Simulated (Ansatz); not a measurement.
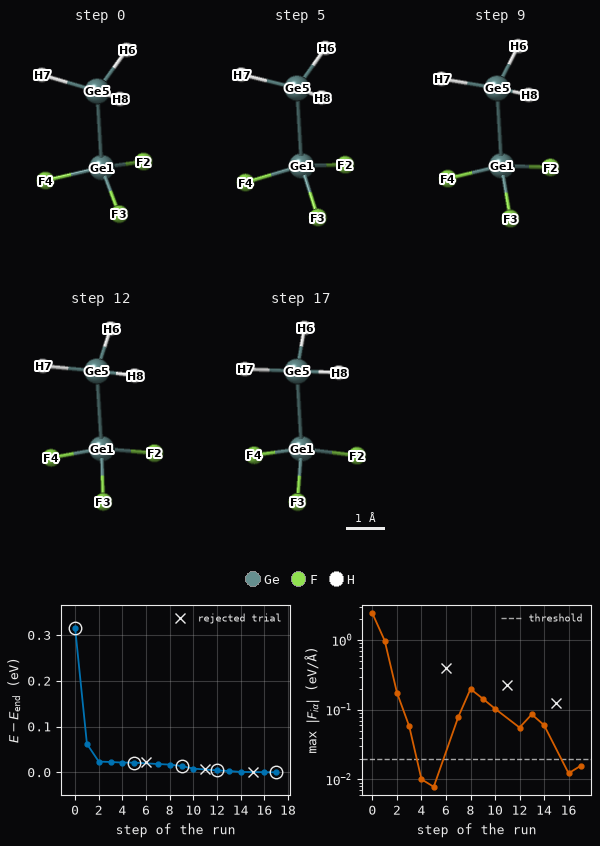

Frames of a relaxation of Ge₂H₃F₃, marked on the history of the run. A ball-and-stick model, seen from a free direction.

The run prepares the start of a later molecular dynamics calculation, from a guessed geometry.

Level of theory: RKS PBE/def2-SVP in Ansatz 0.2.0.

Input
```yaml
crystal:
  periodic: [false, false, false]
  atoms:
    - { symbol: Ge, position_ang: [0.0, 0.0, 0.0] }
    - { symbol: F, position_ang: [0.0, 0.0, 1.68] }
    - { symbol: F, position_ang: [1.5842, 0.0, -0.5594] }
    - { symbol: F, position_ang: [-0.7913, 1.3709, -0.5594] }
    - { symbol: Ge, position_ang: [-1.1304, -1.9584, -0.7992] }
    - { symbol: H, position_ang: [-1.8281, -2.673, 0.3861] }
    - { symbol: H, position_ang: [-2.1918, -1.5497, -1.8522] }
    - { symbol: H, position_ang: [-0.1029, -2.92, -1.4487] }
basis:
  gaussian: { orbitals: def2-SVP }
hamiltonian:
  xc: pbe
relax:
  f_tol: 0.02
  max_steps: 40
```

Run as
```bash
ansatz run input.yaml --threads 4 --pin off --max-ram 5120MiB --backend cpu --events-out ev --progress --plain --runs-dir out
```

Question: Describe the path.

Answer: The largest moves after the best rigid fit, 0.65 Å, are those of H6, H7 and H8. By element the largest moves are H 0.65 Å, F 0.60 Å, Ge 0.09 Å. Some distances before and after: Ge1–F2 1.680 → 1.746 Å, Ge1–Ge5 2.398 → 2.433 Å, Ge5–H6 1.550 → 1.545 Å. Among the angles between lasting bonds that change: F2–Ge1–F3 109.4° → 105.1°, F2–Ge1–Ge5 109.5° → 113.5°, Ge1–Ge5–H8 109.5° → 107.4°. Groups turn about Ge1–Ge5 by about 45°. The energy falls by 0.316 eV in 14 accepted moves (17 points after the start). The largest force component goes from 2.4 to 0.016 eV/Å. The line search rejected the trial steps at points 6, 11, 15 of the run. The forces were under the threshold at step 4, but the run went on from there. From step 0 to 5: F atoms move most (0.10 Å), energy −0.295 eV. From step 5 to 9: H atoms move most (0.22 Å), energy −0.007 eV. From step 9 to 12: H atoms move most (0.21 Å), energy −0.010 eV. From step 12 to 17: H atoms move most (0.17 Å), energy −0.004 eV.

| step | E − E(0), eV | largest force component, eV/Å | note |
| --- | --- | --- | --- |
| 0 | 0.0000 | 2.4098 |  |
| 1 | -0.2538 | 0.9799 |  |
| 2 | -0.2924 | 0.1759 |  |
| 3 | -0.2933 | 0.0580 |  |
| 4 | -0.2945 | 0.0101 |  |
| 5 | -0.2947 | 0.0079 |  |
| 6 | -0.2929 | 0.3938 | rejected |
| 7 | -0.2977 | 0.0787 |  |
| 8 | -0.2990 | 0.1988 |  |
| 9 | -0.3021 | 0.1444 |  |
| 10 | -0.3077 | 0.1036 |  |
| 11 | -0.3076 | 0.2240 | rejected |
| 12 | -0.3116 | 0.0556 |  |
| 13 | -0.3130 | 0.0860 |  |
| 14 | -0.3149 | 0.0602 |  |
| 15 | -0.3148 | 0.1252 | rejected |
| 16 | -0.3155 | 0.0123 |  |
| 17 | -0.3159 | 0.0158 |  |
